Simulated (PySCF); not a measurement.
CH10N2OSi3

Input file:

```
{"job": {"kind": "nmr", "xc": "PBE0", "basis": "pcSseg-1"}, "charge": 0, "multiplicity": 1}
C     -1.275369     1.689234     0.138548
N     -0.235543     0.690767     0.212861
Si     1.442230     1.115569     0.003059
Si     2.215711    -1.037740     0.240735
O      0.753318    -1.768508     0.377422
Si    -0.671536    -0.982251     0.342637
N     -1.497990    -1.510377    -1.072640
H     -1.620453     1.829902    -0.890549
H     -2.130473     1.389228     0.744962
H     -0.906741     2.646122     0.507224
H      1.618431     1.782573    -1.302310
H      1.744061     2.131077     1.030614
H      2.849333    -1.698972    -0.904366
H      2.921489    -1.414702     1.470265
H     -1.315085    -1.230522     1.633236
H     -2.405405    -1.122515    -1.267961
H     -1.492977    -2.496854    -1.273646
```

Command:

```sh
OMP_NUM_THREADS=1 python probes_run.py task.json out
```

Geometry: GFN2-xTB.

These are results of PBE0/pcSseg-1, SCF density, gas phase, non-relativistic (PySCF), not measurements.

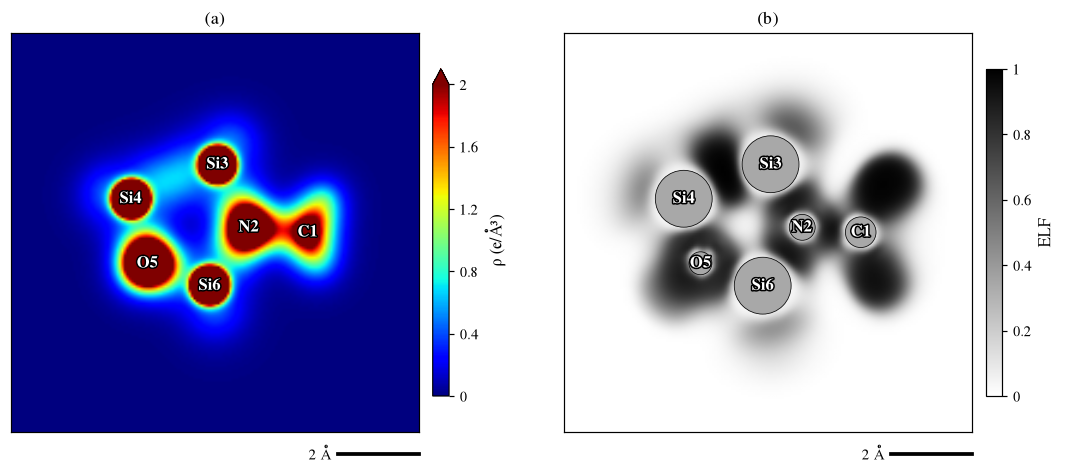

Figure 1. (a) electron density; (b) ELF on the plane of atoms N2, Si6 and O5. Grey discs cover the atomic cores in the ELF map.

**What do the fields say about this system?**

- The section cuts through C, N, Si and O sites.
- C–N (1.44 Å): ρ is about 1.9 e/Å³ halfway; the ELF peaks at about 0.90 between the atoms: a covalent bond.
- Si–O (1.63 Å): ρ is about 1.2 e/Å³ halfway; the ELF peaks at about 0.85 between the atoms, as expected for a polar covalent bond.
- Si–N (1.74 Å): ρ at the midpoint is about 1 e/Å³; the ELF peaks at about 0.90 between the atoms (a polar covalent bond).
- Si–Si (2.30 Å): ρ is about 0.69 e/Å³ halfway; the ELF peaks at about 1 between the atoms, as expected for localised, covalent bonding.
- The ELF also peaks beside O5, away from the bonds: lone-pair regions.

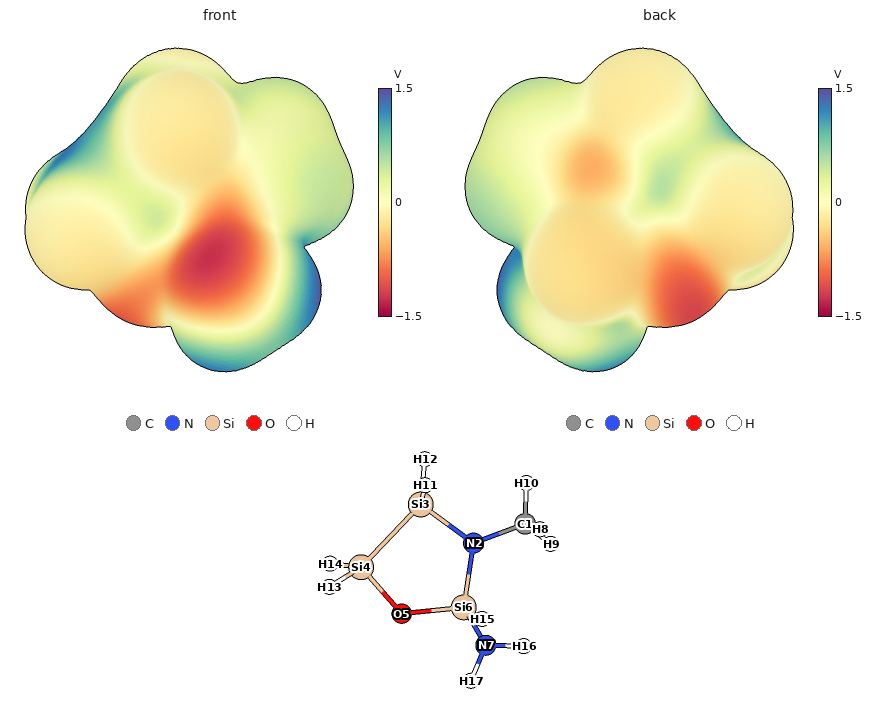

Figure 2. The molecular electrostatic potential painted on the density surface at 0.001 e/bohr³, seen from the front and from behind; the colour scale runs from red (negative) to blue (positive). The bare structure is drawn below in the same view.

**Which sites attract a positive test charge, and which a negative one?**

A positive charge is drawn to the negative regions and a negative charge to the positive ones. The most negative region (about −1.2 V, or −28 kcal/mol for a unit charge) lies over N7, the most positive (about +1.4 V, or +32 kcal/mol for a unit charge) over H16. N7 is the likeliest acceptor of a hydrogen bond.

**How polar is the molecule by this calculation?**

Its dipole moment is 1.54 D.
